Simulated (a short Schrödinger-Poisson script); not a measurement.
Structure: gated In0.52Al0.48As/In0.53Ga0.47As δ-doped gas in a quantum well, at 300 K.

| layer | material | thickness (nm) | Na (cm⁻³) |
|---|---|---|---|
| 1 | In0.52Al0.48As | 10 | - |
| 2 | In0.52Al0.48As | 10 | - |
| 3 | In0.53Ga0.47As | 6 | - |
| 4 | In0.52Al0.48As | 4000 | 2e15 |

The device is made up for the run: typed textbook-type constants, with dimensions and the other settings drawn at random. In0.52Al0.48As: permittivity 12.5, conduction-band edge (eV) 0.52, gap (eV) 1.45, electron mass (mₑ) 0.075, Nv at 300 K (cm⁻³) 1.1e19. In0.53Ga0.47As: permittivity 13.9, conduction-band edge (eV) 0, gap (eV) 0.74, Nv at 300 K (cm⁻³) 7.7e18.

Channel valleys (confinement mass, in-plane density-of-states mass, number): Γ 0.041, 0.041, 1. At the gate the conduction-band edge of layer 1 lies 0.65 eV − eVg above the Fermi level of the channel; the field vanishes at the back. Sheet of ionised δ-doping: +3.2e12 e/cm² at 10 nm from the gate. The barrier under the gate holds no holes. Gaps are held at their typed values at every temperature. Mesh 0.08 nm at interfaces.

Solved with a short Schrödinger-Poisson script written for these runs: 1D Poisson equation in equilibrium, electrons quantum, Hartree (BenDaniel-Duke, 40 states a valley, the channel's in-plane mass for all, wave functions free to enter the barrier), parabolic valleys, classical holes, full ionisation, no traps, pinning or gate leakage.

Only gate voltages with over 1e8 electrons/cm² are shown.

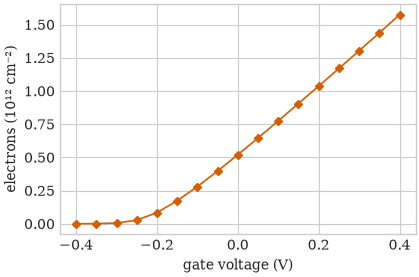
Figure. Sheet density against gate voltage

| Vg (V) | electrons (cm⁻²) | in the channel layer | C (μF/cm²) | Γ E0 (meV) | Γ E1 (meV) |
|---|---|---|---|---|---|
| 0.4 | 1.58e12 | 1.45e12 | 0.452 | -90.7 | 102.7 |
| 0.3 | 1.30e12 | 1.21e12 | 0.431 | -74.6 | 163.0 |
| 0.2 | 1.04e12 | 9.65e11 | 0.425 | -57.9 | 220.5 |
| 0.1 | 7.75e11 | 7.22e11 | 0.418 | -40.3 | 250.4 |
| 0 | 5.20e11 | 4.85e11 | 0.403 | -20.8 | 272.3 |
| -0.1 | 2.80e11 | 2.61e11 | 0.366 | 3.3 | 298.0 |
| -0.2 | 8.40e10 | 7.84e10 | 0.250 | 40.5 | 336.5 |
| -0.3 | 5.47e9 | 5.11e9 | 0.0459 | 113.4 | 409.9 |
| -0.4 | 1.39e8 | 1.30e8 | 0.0178 | 208.4 | 505.0 |

Subbands count from the Fermi level.
